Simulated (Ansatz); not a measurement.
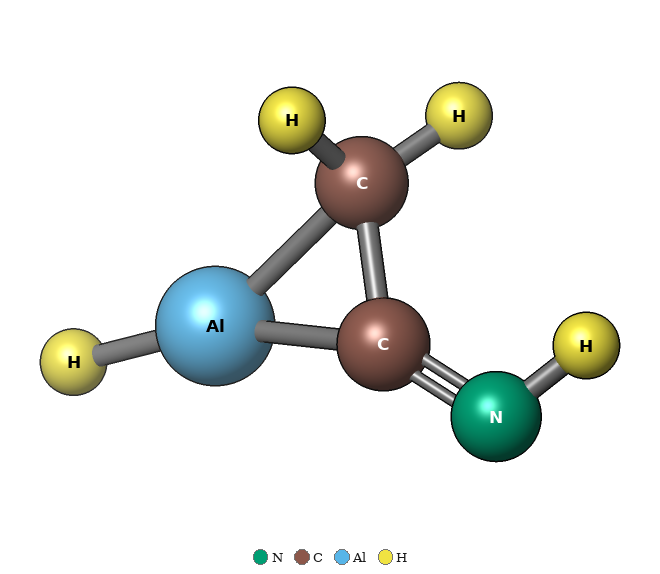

The structure as it stands in the input.

Input file:

```yaml
crystal:
  periodic: [false, false, false]
  atoms:
    - {symbol: N, position_ang: [-1.279102, 1.051347, -0.977289]}
    - {symbol: C, position_ang: [-0.493729, 0.163909, -0.549152]}
    - {symbol: C, position_ang: [0.735781, 0.203105, 0.346058]}
    - {symbol: Al, position_ang: [-0.185927, -1.503694, 0.330372]}
    - {symbol: H, position_ang: [-0.918906, 1.993184, -0.773720]}
    - {symbol: H, position_ang: [0.921152, 1.066217, 0.987858]}
    - {symbol: H, position_ang: [1.629375, -0.035650, -0.254157]}
    - {symbol: H, position_ang: [-0.316443, -2.995618, 0.834229]}
basis:
  gaussian: {orbitals: "6-31G*"}
hamiltonian: {xc: {name: revPBE}}
md: {timestep: 1 fs, n_steps: 50, ensemble: nve, temperature: 500, initial_velocities: maxwell_boltzmann, seed: 160}
```

It was started with:

```sh
ansatz run in.yaml --threads 2 --pin off --events-out ev --progress --plain --max-ram 4352MiB
```

Result (its end):

```
mean field -10220.16558258 eV, -375.5841576826 hartree, gradient 1.9e-5 eV, S^2 0.000000; 1 other end points of the search recorded, 0 dependent functions left out
the calculation of the forces begins
reference -10220.16563104 eV, -375.5841594635 hartree; 18, 18 occupied and 54, 54 virtual orbitals, 886 factors
md step    50: t =    50.00 fs  T =   273.6 K  F+E_penalty+E_count = -10220.16558258 eV  E_kin = 0.212180 eV  conserved = -10219.95340254 eV  (51 SCF iters)
Total energy: -10220.16563104 eV, -375.5841594635 hartree
Atom 0 at    -1.345643     0.965944    -0.887095 Å, force     1.148613    -0.582005    -0.097651 eV/Å
Atom 1 at    -0.364798     0.139751    -0.625851 Å, force    -0.133456     1.795197    -0.153209 eV/Å
Atom 2 at     0.819076     0.279736     0.371471 Å, force    -0.600741     0.124768    -0.419050 eV/Å
Atom 3 at    -0.225165    -1.502420     0.276804 Å, force    -0.109641    -0.364247     1.300476 eV/Å
Atom 4 at    -1.049228     1.930889    -0.588892 Å, force    -0.247180    -0.221253     0.115094 eV/Å
Atom 5 at     0.903271     1.255162     0.941825 Å, force    -0.095844    -0.852031    -0.185621 eV/Å
Atom 6 at     1.805863    -0.022877    -0.042832 Å, force    -0.172464     0.095722    -0.230534 eV/Å
Atom 7 at    -0.898592    -2.607641     1.275771 Å, force     0.210712     0.003847    -0.329504 eV/Å
Dipole moment:     0.417772    -0.240929     0.184455 e Å
```

The calculation finished and met its thresholds.
